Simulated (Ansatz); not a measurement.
# C2H11InOSi: small, medium and large basis sets

Aim: see how fast density functionals converge with the basis set for C2H11InOSi.

Computed with Ansatz 0.2.0, Gaussian basis. Level: one geometry, several basis sets.

The runs, in order: PBE0-D4/def2-SVP; ωB97M-V/def2-SVP; PBE0-D4/def2-QZVPP; ωB97M-V/def2-QZVPP; the functionals' def2-TZVPP values are taken from earlier runs.

## (1) Structure used throughout

The geometry comes from an earlier relaxation with PBE0-D4 in a triple-zeta def2 set; it is a stationary point, not always the lowest conformer. In takes the def2 core potential; no spin-orbit term is included.

SMILES `[CH3][InH-]([CH3])[OH+][SiH3]`, 16 atoms, charge 0, spin multiplicity 1.

Atoms are counted from 1 here; the program's logs count them from 0.

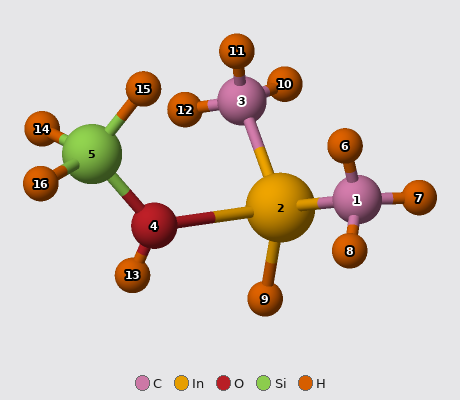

The geometry (carbon pink, indium amber, oxygen red, silicon green, hydrogen orange); atoms are numbered from 1 in the order of the file.

## (2) PBE0-D4 in def2-SVP

in.yaml

```yaml
crystal:
  periodic: [false, false, false]
  atoms:
    - {symbol: C, position_ang: [-0.395740, 2.308162, -0.943507]}
    - {symbol: In, position_ang: [0.923395, 1.009677, 0.172616]}
    - {symbol: C, position_ang: [1.823340, -0.709274, -0.795555]}
    - {symbol: O, position_ang: [-0.822849, -0.320371, 1.321365]}
    - {symbol: Si, position_ang: [-1.482068, -1.758141, 0.782364]}
    - {symbol: H, position_ang: [-0.953370, 1.743365, -1.693064]}
    - {symbol: H, position_ang: [0.178081, 3.079956, -1.462455]}
    - {symbol: H, position_ang: [-1.103254, 2.806017, -0.278314]}
    - {symbol: H, position_ang: [1.526958, 1.510244, 1.733007]}
    - {symbol: H, position_ang: [2.766377, -0.421301, -1.267037]}
    - {symbol: H, position_ang: [1.174066, -1.113770, -1.574970]}
    - {symbol: H, position_ang: [2.044068, -1.498574, -0.073786]}
    - {symbol: H, position_ang: [-0.689366, -0.206057, 2.265386]}
    - {symbol: H, position_ang: [-0.576197, -2.893318, 1.083563]}
    - {symbol: H, position_ang: [-1.646804, -1.579073, -0.674518]}
    - {symbol: H, position_ang: [-2.789436, -1.980142, 1.449305]}
basis:
  gaussian: {orbitals: def2-SVP}
hamiltonian: {xc: pbe0, dispersion: d4}
output: {orbitals: {seedname: orbitals}}
```

Run with:

```sh
$ ansatz run in.yaml --threads 4 --pin off --events-out ev --progress --plain --max-ram 11315MiB
```

Log:

```text
Functional definition: PBE0
  name "PBE0"
  cite "Adamo & Barone, J. Chem. Phys. 110, 6158 (1999) doi:10.1063/1.478522"
  cite "Perdew, Burke & Ernzerhof, Phys. Rev. Lett. 77, 3865 (1996) doi:10.1103/PhysRevLett.77.3865"
  parent pbe
  parameter a = 0.25
  parameter kappa = 0.804
  parameter beta = 0.06672455060314922
  exchange = (1 - a)*pbe_x(kappa = kappa, mu = beta*pi^2/3) + a*exact_x
  correlation = pbe_c(beta = beta)
1660 factors; their error is unknown
mean field evaluation 1: about -17325.6936 eV, gradient 7.3e1 eV
mean field evaluation 2: about -17316.9105 eV, gradient 9.3e1 eV
mean field evaluation 4: about -17337.8451 eV, gradient 4.8e0 eV
mean field evaluation 8: about -17337.8935 eV, gradient 2.6e-2 eV
mean field evaluation 16: about -17338.0401 eV, gradient 5.1e-5 eV
mean field -17338.04014835 eV, -637.1612233061 hartree, gradient 5.1e-5 eV, S^2 0.000000; 0 other end points of the search recorded, 0 dependent functions left out
reference -17338.04018888 eV, -637.1612247954 hartree; 33, 33 occupied and 108, 108 virtual orbitals, 1660 factors
Total energy: -17338.32849581 eV, -637.1718198800 hartree
```

It took 2.4 s on 4 threads of Arm Neoverse V2, shared host.

## (3) ωB97M-V in def2-SVP

in.yaml: that of step 2 with these lines changed.

```diff
@@ -21,3 +21,3 @@
   gaussian: {orbitals: def2-SVP}
-hamiltonian: {xc: pbe0, dispersion: d4}
+hamiltonian: {xc: {name: wB97M-V}}
 output: {orbitals: {seedname: orbitals}}
```

Launched as before.

Log, shortened:

```text
Functional definition: wB97M-V
  name "wB97M-V"
  cite "Mardirossian & Head-Gordon, J. Chem. Phys. 144, 214110 (2016) doi:10.1063/1.4952647"
  cite "Becke, J. Chem. Phys. 107, 8554 (1997) doi:10.1063/1.475007"
  cite "Vydrov & Van Voorhis, J. Chem. Phys. 133, 244103 (2010) doi:10.1063/1.3521275"
  # Of w^i u^j: cxij and so on, Table III.
[...]
  gx(w, u) = 1 - cx + cx01*u + cx10*w
  gss(w, u) = css00 + css04*u^4 + css10*w + css20*w^2 + css43*w^4*u^3
  gos(w, u) = cos00 + cos10*w + (cos20 + cos21*u)*w^2 + (cos60 + cos61*u)*w^6
[...]
      + integral(e_c_pw_mod_opposite_spin*gos(b97_w_opposite, b97_u_opposite)) + vv10(b, c)
1622 factors; their error is unknown
456 factors; integrals over basis functions are off by at most 6.5e-6 eV
[...]
mean field -17341.80379012 eV, -637.2995345901 hartree, gradient 4.6e-5 eV, S^2 0.000000; 0 other end points of the search recorded, 0 dependent functions left out
reference -17341.80385564 eV, -637.2995369980 hartree; 33, 33 occupied and 108, 108 virtual orbitals, 1622 factors
Total energy: -17341.80385564 eV, -637.2995369980 hartree
```

Run time: 9.5 s. Hardware: 4 threads of Arm Neoverse V2, shared host.

## (4) PBE0-D4 in def2-QZVPP

in.yaml: that of step 3 with these lines changed.

```diff
@@ -20,4 +20,4 @@
 basis:
-  gaussian: {orbitals: def2-SVP}
-hamiltonian: {xc: {name: wB97M-V}}
+  gaussian: {orbitals: "def2-QZVPP.json"}
+hamiltonian: {xc: pbe0, dispersion: d4}
 output: {orbitals: {seedname: orbitals}}
```

The command is unchanged.

Log:

```text
Functional definition: PBE0
  name "PBE0"
  cite "Adamo & Barone, J. Chem. Phys. 110, 6158 (1999) doi:10.1063/1.478522"
  cite "Perdew, Burke & Ernzerhof, Phys. Rev. Lett. 77, 3865 (1996) doi:10.1103/PhysRevLett.77.3865"
  parent pbe
  parameter a = 0.25
  parameter kappa = 0.804
  parameter beta = 0.06672455060314922
  exchange = (1 - a)*pbe_x(kappa = kappa, mu = beta*pi^2/3) + a*exact_x
  correlation = pbe_c(beta = beta)
2103 factors; their error is unknown
mean field evaluation 1: about -17329.7678 eV, gradient 9.1e1 eV
mean field evaluation 2: about -17314.3092 eV, gradient 1.2e2 eV
mean field evaluation 4: about -17346.6538 eV, gradient 7.6e0 eV
mean field evaluation 8: about -17346.7669 eV, gradient 3.9e-1 eV
mean field evaluation 16: about -17346.8168 eV, gradient 6.5e-5 eV
mean field -17346.81682219 eV, -637.4837601207 hartree, gradient 2.3e-5 eV, S^2 0.000000; 0 other end points of the search recorded, 0 dependent functions left out
reference -17346.81687659 eV, -637.4837621200 hartree; 33, 33 occupied and 620, 620 virtual orbitals, 2103 factors
Total energy: -17347.10518353 eV, -637.4943572045 hartree
```

Run time: 24 s. Hardware: 4 threads of Arm Neoverse V2, shared host; peak memory 3 GiB.

## (5) ωB97M-V in def2-QZVPP

in.yaml: that of step 4 with these lines changed.

```diff
@@ -21,3 +21,3 @@
   gaussian: {orbitals: "def2-QZVPP.json"}
-hamiltonian: {xc: pbe0, dispersion: d4}
+hamiltonian: {xc: {name: wB97M-V}}
 output: {orbitals: {seedname: orbitals}}
```

Same command.

Log, shortened:

```text
Functional definition: wB97M-V
  name "wB97M-V"
  cite "Mardirossian & Head-Gordon, J. Chem. Phys. 144, 214110 (2016) doi:10.1063/1.4952647"
  cite "Becke, J. Chem. Phys. 107, 8554 (1997) doi:10.1063/1.475007"
  cite "Vydrov & Van Voorhis, J. Chem. Phys. 133, 244103 (2010) doi:10.1063/1.3521275"
  # Of w^i u^j: cxij and so on, Table III.
[...]
  gx(w, u) = 1 - cx + cx01*u + cx10*w
  gss(w, u) = css00 + css04*u^4 + css10*w + css20*w^2 + css43*w^4*u^3
  gos(w, u) = cos00 + cos10*w + (cos20 + cos21*u)*w^2 + (cos60 + cos61*u)*w^6
[...]
      + integral(e_c_pw_mod_opposite_spin*gos(b97_w_opposite, b97_u_opposite)) + vv10(b, c)
2043 factors; their error is unknown
567 factors; integrals over basis functions are off by at most 8.1e-6 eV
[...]
mean field -17350.85220328 eV, -637.6320576407 hartree, gradient 1.9e-5 eV, S^2 0.000000; 0 other end points of the search recorded, 0 dependent functions left out
reference -17350.85229305 eV, -637.6320609394 hartree; 33, 33 occupied and 620, 620 virtual orbitals, 2043 factors
Total energy: -17350.85229305 eV, -637.6320609394 hartree
```

Wall time 48 s (4 threads of Arm Neoverse V2, shared host); peak memory 3.7 GiB.

## (6) Functionals by basis

The def2-TZVPP values come from earlier runs at the same geometry.

```
functional       basis  functions  energy (eV)  from the largest (eV)  HOMO (eV)  LUMO (eV)
   PBE0-D4    def2-SVP        141  -17338.3285                  8.777      -6.67      -0.41
   PBE0-D4  def2-TZVPP        339  -17346.5204                  0.585      -6.75      -0.82
   PBE0-D4  def2-QZVPP        653  -17347.1052                  0.000      -6.76      -0.93
   ωB97M-V    def2-SVP        141  -17341.8039                  9.048      -8.85       1.28
   ωB97M-V  def2-TZVPP        339  -17350.2955                  0.557      -8.94       0.67
   ωB97M-V  def2-QZVPP        653  -17350.8523                  0.000      -8.95       0.42
```

## (7) What came out

| quantity | value |
| --- | --- |
| PBE0-D4: double and triple zeta above quadruple | 8.78, 0.58 eV |
| ωB97M-V: double and triple zeta above quadruple | 9.05, 0.56 eV |

**Reading.** PBE0-D4 gains 8.19 eV from double to triple zeta, then 0.58 eV more. Total energies overstate the basis error of differences, where much of it tends to cancel. The LUMO of ωB97M-V is positive and keeps falling with the basis (1.28 to 0.42 eV): an unbound level that the basis holds in place.

For PBE0-D4 the largest set took about 10 times as long as the smallest (24 s against 2.4 s).
